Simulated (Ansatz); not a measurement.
**MoS2, response to strain**

Take MoS2 (space group P6_3/mmc, No. 194; a = 3.1493 Å, c = 12.0895 Å; layered, stacked along the Cartesian z axis) as the base. Axes: x lies along a and z along c of the hexagonal cell.

Strains are applied to the cell and any free atomic positions relax.

Level of theory: PBE-D3(BJ) (Ansatz, a first-principles code, PAW, without spin-orbit coupling).

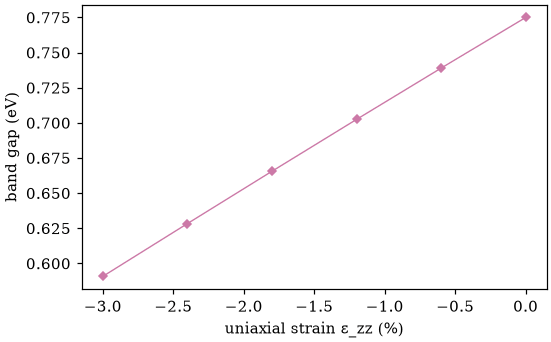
Band gap against uniaxial strain ε_zz

| uniaxial strain ε_zz (%) | band gap |
|---|---|
| -3 | 0.59 eV |
| -2.4 | 0.63 eV |
| -1.8 | 0.67 eV |
| -1.2 | 0.70 eV |
| -0.6 | 0.74 eV |

Whether these cells are dynamically stable was not tested.
